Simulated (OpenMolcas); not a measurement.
# Excited-state calculation, with input and output: CH$_{4}$AlClO (part 3 of 4)

The same run, continued: CH$_{4}$AlClO, SMILES C[O][AlH][Cl]; CASSCF/ANO-RCC-VDZP, DKH2 (OpenMolcas 26.06). The geometry comes from this level: PBE0-D4/def2-TZVP.

Geometry of the input (Å):
```
C  0.1322  1.2506  0.2630
O  0.6453  0.0520  -0.2460
Al 0.1034  -1.5197  -0.4266
Cl -1.8290  -2.0078  0.2244
H  0.1184  2.0124  -0.5225
H  -0.8865  1.1362  0.6500
H  0.7702  1.6126  1.0750
H  1.0380  -2.5933  -1.0729
```

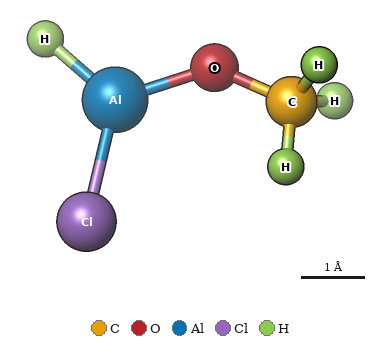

Fig. 1: The input geometry (ball-and-stick view, seen at a tilt). Sticks mark near contacts.

Output, continued
```
    84 H8     2pz        0.0007   -0.0007    0.0005    0.0010   -0.0008    0.0023    0.0016    0.0009    0.0049    0.0055

      Orbital                21        22        23        24        25        26        27
      Energy            -0.4670   -0.4574   -0.4412   -0.4263    0.0416    0.0681    0.1354
      Occ. No.           2.0000    2.0000    2.0000    1.4999    0.5001    0.0000    0.0000

     1 C1     1s         0.0053    0.0000   -0.0005   -0.0000    0.0003   -0.2092   -0.0697
     2 C1     2s         0.0015   -0.0000    0.0024    0.0001    0.0020   -1.4217   -0.5011
     3 C1     3s         0.0119    0.0000   -0.0014   -0.0000    0.0007   -0.5565   -0.1920
     4 C1     2px       -0.0202   -0.0108    0.0351    0.0668   -0.0576    0.0518   -0.3656
     5 C1     3px       -0.0066    0.0010    0.0023   -0.0020   -0.0225    0.0198   -0.1752
     6 C1     2py        0.0307    0.0068   -0.0320   -0.0416    0.0381   -0.3713   -0.0468
     7 C1     3py       -0.0019   -0.0007    0.0000    0.0014    0.0150   -0.1807   -0.0271
     8 C1     2pz        0.0161   -0.0268   -0.0222    0.1652   -0.1436   -0.1151    0.1328
     9 C1     3pz        0.0022    0.0025   -0.0009   -0.0051   -0.0563   -0.0538    0.0623
    10 C1     3d2-       0.0003   -0.0011   -0.0027    0.0170    0.0053   -0.0185   -0.0019
    11 C1     3d1-      -0.0016   -0.0028    0.0018    0.0370    0.0033    0.0188    0.0105
    12 C1     3d0        0.0001   -0.0009   -0.0002    0.0195    0.0115   -0.0138   -0.0202
    13 C1     3d1+      -0.0029   -0.0007   -0.0002    0.0013   -0.0105   -0.0144   -0.0224
    14 C1     3d2+       0.0067   -0.0009   -0.0020    0.0088   -0.0041   -0.0107    0.0065
    15 O2     1s         0.0031    0.0000   -0.0028    0.0000    0.0003   -0.0118    0.0535
    16 O2     2s         0.0424    0.0001   -0.0625   -0.0001    0.0027   -0.1138    0.4881
    17 O2     3s         0.0041    0.0000   -0.0050    0.0000    0.0006   -0.0240    0.1183
    18 O2     2px        0.1522    0.0172    0.0122   -0.3451   -0.0845   -0.0173   -0.1552
    19 O2     3px        0.0225    0.0005    0.0046   -0.0268   -0.0336   -0.0073   -0.0327
    20 O2     2py       -0.0026   -0.0106    0.0754    0.2155    0.0523    0.0466   -0.0624
    21 O2     3py       -0.0036   -0.0003   -0.0020    0.0167    0.0208   -0.0268    0.0297
    22 O2     2pz       -0.0625    0.0419    0.0140   -0.8538   -0.2096    0.0177    0.0478
    23 O2     3pz       -0.0100    0.0012   -0.0024   -0.0662   -0.0828   -0.0041    0.0211
    24 O2     3d2-       0.0019   -0.0006   -0.0039    0.0006   -0.0034    0.0040   -0.0013
    25 O2     3d1-      -0.0016   -0.0018    0.0021    0.0113   -0.0078   -0.0035    0.0015
    26 O2     3d0        0.0013   -0.0003    0.0002   -0.0054   -0.0040    0.0017   -0.0022
    27 O2     3d1+       0.0020   -0.0008   -0.0004    0.0131   -0.0006    0.0016   -0.0033
    28 O2     3d2+      -0.0002   -0.0008   -0.0019    0.0084   -0.0020    0.0031    0.0019
    29 AL3    1s        -0.0011   -0.0000    0.0013    0.0000    0.0000    0.0032    0.0127
    30 AL3    2s         0.0018   -0.0000   -0.0059    0.0002    0.0007    0.0286    0.2594
    31 AL3    3s        -0.1586   -0.0001    0.2225   -0.0004   -0.0049   -0.0149   -1.4690
    32 AL3    4s        -0.0029    0.0000    0.0124   -0.0002   -0.0011    0.0111   -0.3559
    33 AL3    2px        0.0262   -0.0055   -0.0234    0.0082    0.0045   -0.0058    0.0108
    34 AL3    3px       -0.2260    0.0329    0.1819    0.0078    0.3942   -0.1031    0.1970
    35 AL3    4px        0.0083   -0.0034   -0.0107    0.0063    0.0135   -0.0041    0.0175
    36 AL3    2py       -0.0163    0.0035    0.0105   -0.0053   -0.0029   -0.0069    0.0056
    37 AL3    3py        0.1621   -0.0208   -0.1184   -0.0047   -0.2503   -0.0189   -0.0734
    38 AL3    4py       -0.0055    0.0021    0.0023   -0.0040   -0.0087   -0.0025   -0.0117
    39 AL3    2pz       -0.0146   -0.0138    0.0120    0.0204    0.0112    0.0006   -0.0029
    40 AL3    3pz        0.1314    0.0829   -0.1027    0.0191    0.9828    0.0401   -0.1016
    41 AL3    4pz       -0.0047   -0.0084    0.0048    0.0158    0.0338    0.0012   -0.0102
    42 AL3    3d2-       0.0266    0.0100   -0.1103   -0.0159   -0.0173   -0.0148    0.0393
    43 AL3    3d1-      -0.0234   -0.0097    0.0441   -0.0475   -0.0184   -0.0314    0.0829
    44 AL3    3d0        0.0000    0.0308    0.0141   -0.0110   -0.0328    0.0586   -0.1620
    45 AL3    3d1+      -0.0130   -0.0404   -0.0255   -0.0179    0.0229    0.0372   -0.1113
    46 AL3    3d2+       0.0498   -0.0203   -0.0028   -0.0188    0.0061    0.0223   -0.0435
    47 CL4    1s        -0.0023   -0.0000    0.0013    0.0000    0.0000   -0.0032    0.0103
    48 CL4    2s        -0.0198   -0.0000    0.0106    0.0000    0.0002   -0.0295    0.0937
    49 CL4    3s        -0.0904   -0.0001    0.0362    0.0001    0.0012   -0.1559    0.4653
    50 CL4    4s        -0.0231   -0.0000    0.0173    0.0001    0.0002   -0.0292    0.0902
    51 CL4    2px       -0.0039   -0.0014    0.0026   -0.0003   -0.0034   -0.0026    0.0174
    52 CL4    3px        0.2580    0.3440   -0.3678    0.0251   -0.1224   -0.0769    0.4415
    53 CL4    4px       -0.0032    0.0034   -0.0034   -0.0001   -0.0261   -0.0277    0.1599
    54 CL4    2py       -0.0040    0.0009   -0.0013    0.0002    0.0022   -0.0033    0.0068
    55 CL4    3py        0.7016   -0.2165    0.5995   -0.0166    0.0789   -0.1204    0.1940
    56 CL4    4py        0.0036   -0.0021    0.0153    0.0000    0.0168   -0.0304    0.0514
    57 CL4    2pz        0.0006   -0.0035   -0.0014   -0.0007   -0.0087    0.0002   -0.0052
    58 CL4    3pz        0.0733    0.8582    0.2991    0.0632   -0.3087   -0.0009   -0.1263
    59 CL4    4pz        0.0022    0.0085    0.0052   -0.0003   -0.0659    0.0032   -0.0508
    60 CL4    3d2-       0.0308   -0.0030    0.0088   -0.0004   -0.0074    0.0016   -0.0157
    61 CL4    3d1-      -0.0077    0.0120   -0.0010    0.0016    0.0105    0.0005    0.0111
    62 CL4    3d0       -0.0132   -0.0149    0.0017   -0.0018   -0.0248    0.0008   -0.0018
    63 CL4    3d1+      -0.0024    0.0242    0.0131    0.0031    0.0342    0.0049   -0.0018
    64 CL4    3d2+       0.0035    0.0136   -0.0187    0.0017    0.0178   -0.0075   -0.0127
    65 H5     1s        -0.0018    0.0374   -0.0082   -0.2728   -0.2159    0.6865    0.4435
    66 H5     2s        -0.0002    0.0073   -0.0018   -0.0486   -0.1541    0.5407    0.3489
    67 H5     2px        0.0003   -0.0004    0.0005    0.0021    0.0045   -0.0004    0.0060
    68 H5     2py        0.0008   -0.0023   -0.0003    0.0118    0.0065   -0.0349   -0.0107
    69 H5     2pz       -0.0001    0.0016   -0.0009   -0.0058   -0.0081    0.0470    0.0292
    70 H6     1s        -0.0131   -0.0003   -0.0001    0.0013    0.0016    0.4654   -0.3858
    71 H6     2s        -0.0254   -0.0002    0.0144    0.0003    0.0010    0.3662   -0.2970
    72 H6     2px       -0.0047   -0.0003    0.0001    0.0026    0.0027    0.0368   -0.0278
    73 H6     2py       -0.0003    0.0002   -0.0028   -0.0016   -0.0016    0.0144    0.0107
    74 H6     2pz        0.0018   -0.0006   -0.0008    0.0062    0.0064   -0.0113    0.0141
    75 H7     1s        -0.0012   -0.0371   -0.0081    0.2711    0.2115    0.6893    0.4546
    76 H7     2s        -0.0000   -0.0071   -0.0019    0.0482    0.1508    0.5430    0.3577
    77 H7     2px        0.0004    0.0017    0.0010   -0.0073   -0.0096   -0.0375   -0.0173
    78 H7     2py        0.0006    0.0015   -0.0005   -0.0085   -0.0031   -0.0123    0.0028
    79 H7     2pz        0.0002    0.0016    0.0001   -0.0069   -0.0045   -0.0435   -0.0273
    80 H8     1s        -0.3049   -0.0003    0.3607    0.0002    0.0017   -0.0358    0.6475
    81 H8     2s         0.0402    0.0000   -0.0277    0.0001    0.0004    0.0306    0.3364
    82 H8     2px        0.0072    0.0010   -0.0122   -0.0004    0.0083   -0.0045    0.0057
    83 H8     2py       -0.0169   -0.0006    0.0130    0.0003   -0.0053    0.0055   -0.0065
    84 H8     2pz       -0.0072    0.0024    0.0082   -0.0011    0.0205    0.0033   -0.0040
--

      Von Neumann Entropy (Root   1) =  0.01477

      Mulliken population analysis for root number:  1
      -----------------------------------------------

++    Molecular charges:
      ------------------

      Mulliken charges per centre and basis function type
      ---------------------------------------------------

                C1      O2      AL3     CL4     H5      H6      H7      H8
      1s       1.9987  2.0000  2.0000  2.0000  0.9893  0.9858  0.9896  1.0021
      2s       0.7827  1.8429  1.9926  1.9993  0.0076  0.0036  0.0075 -0.0015
      2px      0.9714  1.8364  1.9999  2.0000  0.0115  0.0313  0.0188  0.0051
      2pz      0.9800  1.7708  1.9998  2.0000  0.0227  0.0136  0.0243  0.0033
      2py      0.7202  1.4802  1.9994  2.0000  0.0174  0.0061  0.0084  0.0074
      3s      -0.0153 -0.0043  0.6742  1.9291  0.0000  0.0000  0.0000  0.0000
      3px     -0.0176 -0.0209  0.3876  1.6813  0.0000  0.0000  0.0000  0.0000
      3pz     -0.0201 -0.0074  0.2528  1.8812  0.0000  0.0000  0.0000  0.0000
      3py     -0.0235 -0.0224  0.3534  1.8920  0.0000  0.0000  0.0000  0.0000
      4s       0.0000  0.0000  0.0171 -0.0021  0.0000  0.0000  0.0000  0.0000
      3d2+     0.0352  0.0048  0.0831  0.0083  0.0000  0.0000  0.0000  0.0000
      3d1+     0.0236  0.0026  0.0530  0.0061  0.0000  0.0000  0.0000  0.0000
      3d0      0.0146  0.0026  0.0224  0.0029  0.0000  0.0000  0.0000  0.0000
      3d1-     0.0399  0.0066  0.0552  0.0010  0.0000  0.0000  0.0000  0.0000
      3d2-     0.0240  0.0072  0.1343  0.0056  0.0000  0.0000  0.0000  0.0000
      4px      0.0000  0.0000  0.0059 -0.0064  0.0000  0.0000  0.0000  0.0000
      4pz      0.0000  0.0000 -0.0009 -0.0021  0.0000  0.0000  0.0000  0.0000
      4py      0.0000  0.0000  0.0086 -0.0012  0.0000  0.0000  0.0000  0.0000
      Total    5.5137  8.8990 12.0385 17.3950  1.0484  1.0405  1.0486  1.0163

      N-E      0.4863 -0.8990  0.9615 -0.3950 -0.0484 -0.0405 -0.0486 -0.0163

      Total electronic charge=   48.000000

      Total            charge=   -0.000000
--

      Expectation values of various properties for root number:  1
      -----------------------------------------------------------

++    Molecular properties:
      ---------------------

      Charge (e):
                      =   -0.0000
      Dipole Moment (debye):
      Origin of the operator (angstrom)=   -0.5130   -0.9916   -0.0459
                   X=  2.0179E-01               Y=  8.0222E-01               Z=  1.1660E-01           Total=  8.3539E-01
      Quadrupole Moment (debye*angstrom):
      Origin of the operator (angstrom)=   -0.5130   -0.9916   -0.0459
                  XX= -4.3389E+01              XY= -2.5178E+00              XZ=  2.5025E+00              YY= -3.5558E+01
                  YZ=  1.0107E+00              ZZ= -3.6296E+01
      In traceless form (debye*angstrom)
                  XX= -7.4618E+00              XY= -3.7768E+00              XZ=  3.7538E+00              YY=  4.2845E+00
                  YZ=  1.5161E+00              ZZ=  3.1774E+00
--

      LoProp population analysis for root number:  1
      -----------------------------------------------

++    LoProp analysis:
      ----------------

++    Static properties:
      ------------------

      LoProp Charges per center

                   C1       O2       AL3      CL4      H5       H6       H7       H8
      Nuclear      6.0000   8.0000  13.0000  17.0000   1.0000   1.0000   1.0000   1.0000
      Electronic  -6.0505  -8.7669 -12.0132 -17.3683  -0.8853  -0.8949  -0.8854  -1.1355

      Total       -0.0505  -0.7669   0.9868  -0.3683   0.1147   0.1051   0.1146  -0.1355
--

      Natural Bond Order analysis for root number:  1

++    Natural Bond Order analysis
      ---------------------------
      Based on LoProp computed density
      -------------------------------------------------------------------------------------
      Atom A       Atom B       Bond Order
        AL3          H8             0.820
      -------------------------------------------------------------------------------------
      NBO located      1.640 electrons involved in    1 bonds.
      NBO located      0.996 non-bonded electrons on atom C1
      NBO located      1.000 non-bonded electrons on atom O2
      NBO located      0.951 non-bonded electrons on atom O2
      NBO located      0.969 non-bonded electrons on atom AL3
      NBO located      0.996 non-bonded electrons on atom AL3
      NBO located      0.997 non-bonded electrons on atom AL3
      NBO located      1.000 non-bonded electrons on atom AL3
      NBO located      0.999 non-bonded electrons on atom AL3
      NBO located      1.014 non-bonded electrons on atom CL4
      NBO located      0.999 non-bonded electrons on atom CL4
      NBO located      1.000 non-bonded electrons on atom CL4
      NBO located      1.000 non-bonded electrons on atom CL4
      NBO located      1.000 non-bonded electrons on atom CL4
      NBO located      1.000 non-bonded electrons on atom CL4
      The remaining   10.678 electrons are to be considered as diffuse
--

--

      Von Neumann Entropy (Root   2) =  0.91807

      Mulliken population analysis for root number:  2
      -----------------------------------------------

++    Molecular charges:
      ------------------

      Mulliken charges per centre and basis function type
      ---------------------------------------------------

                C1      O2      AL3     CL4     H5      H6      H7      H8
      1s       1.9987  2.0000  2.0000  2.0000  0.9827  0.9858  0.9822  1.0021
      2s       0.7827  1.8429  1.9926  1.9993  0.0109  0.0036  0.0101 -0.0015
      2px      0.9659  1.7550  1.9999  2.0000  0.0116  0.0313  0.0185  0.0061
      2pz      0.9460  1.2728  1.9998  2.0000  0.0223  0.0138  0.0241  0.0096
      2py      0.7180  1.4484  1.9994  2.0000  0.0172  0.0061  0.0085  0.0078
      3s      -0.0153 -0.0043  0.6742  1.9291  0.0000  0.0000  0.0000  0.0000
      3px     -0.0184 -0.0284  0.4855  1.6816  0.0000  0.0000  0.0000  0.0000
      3pz     -0.0253 -0.0533  0.8622  1.8834  0.0000  0.0000  0.0000  0.0000
      3py     -0.0238 -0.0253  0.3930  1.8921  0.0000  0.0000  0.0000  0.0000
      4s       0.0000  0.0000  0.0171 -0.0021  0.0000  0.0000  0.0000  0.0000
      3d2+     0.0343  0.0044  0.0802  0.0097  0.0000  0.0000  0.0000  0.0000
      3d1+     0.0237  0.0021  0.0492  0.0114  0.0000  0.0000  0.0000  0.0000
      3d0      0.0133  0.0030  0.0273  0.0056  0.0000  0.0000  0.0000  0.0000
      3d1-     0.0298  0.0054  0.0501  0.0015  0.0000  0.0000  0.0000  0.0000
      3d2-     0.0224  0.0073  0.1358  0.0058  0.0000  0.0000  0.0000  0.0000
      4px      0.0000  0.0000  0.0057 -0.0091  0.0000  0.0000  0.0000  0.0000
      4pz      0.0000  0.0000 -0.0022 -0.0193  0.0000  0.0000  0.0000  0.0000
      4py      0.0000  0.0000  0.0085 -0.0023  0.0000  0.0000  0.0000  0.0000
      Total    5.4520  8.2299 12.7782 17.3869  1.0447  1.0407  1.0435  1.0241

      N-E      0.5480 -0.2299  0.2218 -0.3869 -0.0447 -0.0407 -0.0435 -0.0241

      Total electronic charge=   48.000000

      Total            charge=   -0.000000
--

      Expectation values of various properties for root number:  2
      -----------------------------------------------------------

++    Molecular properties:
      ---------------------

      Charge (e):
                      =   -0.0000
      Dipole Moment (debye):
      Origin of the operator (angstrom)=   -0.5130   -0.9916   -0.0459
                   X=  1.8158E+00               Y=  7.8084E+00               Z=  1.2847E+00           Total=  8.1190E+00
      Quadrupole Moment (debye*angstrom):
      Origin of the operator (angstrom)=   -0.5130   -0.9916   -0.0459
                  XX= -4.3328E+01              XY=  4.0215E+00              XZ=  1.7288E+00              YY= -3.4070E+01
                  YZ=  3.0535E-01              ZZ= -4.2259E+01
      In traceless form (debye*angstrom)
                  XX= -5.1631E+00              XY=  6.0323E+00              XZ=  2.5932E+00              YY=  8.7234E+00
                  YZ=  4.5803E-01              ZZ= -3.5602E+00
--

      LoProp population analysis for root number:  2
      -----------------------------------------------

++    LoProp analysis:
      ----------------

++    Static properties:
      ------------------

      LoProp Charges per center

                   C1       O2       AL3      CL4      H5       H6       H7       H8
      Nuclear      6.0000   8.0000  13.0000  17.0000   1.0000   1.0000   1.0000   1.0000
      Electronic  -6.0150  -8.1636 -12.6833 -17.3826  -0.8619  -0.8949  -0.8616  -1.1370

      Total       -0.0150  -0.1636   0.3167  -0.3826   0.1381   0.1051   0.1384  -0.1370
--

      Natural Bond Order analysis for root number:  2

++    Natural Bond Order analysis
      ---------------------------
      Based on LoProp computed density
      -------------------------------------------------------------------------------------
      Atom A       Atom B       Bond Order
        AL3          H8             0.800
      -------------------------------------------------------------------------------------
      NBO located      1.599 electrons involved in    1 bonds.
      NBO located      0.996 non-bonded electrons on atom C1
      NBO located      1.000 non-bonded electrons on atom O2
      NBO located      0.966 non-bonded electrons on atom AL3
      NBO located      0.996 non-bonded electrons on atom AL3
      NBO located      1.000 non-bonded electrons on atom AL3
      NBO located      0.997 non-bonded electrons on atom AL3
      NBO located      0.999 non-bonded electrons on atom AL3
      NBO located      1.015 non-bonded electrons on atom CL4
      NBO located      0.991 non-bonded electrons on atom CL4
      NBO located      0.999 non-bonded electrons on atom CL4
      NBO located      1.000 non-bonded electrons on atom CL4
      NBO located      1.000 non-bonded electrons on atom CL4
      NBO located      1.000 non-bonded electrons on atom CL4
      NBO located      1.000 non-bonded electrons on atom CL4
      The remaining   10.266 electrons are to be considered as diffuse
--

--

      Average orbitals are written to the RASORB file
      Natural orbitals for root   1 are written to the RASORB.1 file
      Natural orbitals for root   2 are written to the RASORB.2 file
      Spin density orbitals for root   1 are written to the SPDORB.1 file
      Spin density orbitals for root   2 are written to the SPDORB.2 file

--- Stop Module: rasscf /rc=_RC_ALL_IS_WELL_ ---
           step3.SpdOrb.1 step3.SpdOrb.2 xmldump
--- Module rasscf spent 3 seconds ---

--- Start Module: rassi ---

                                               &RASSI
```
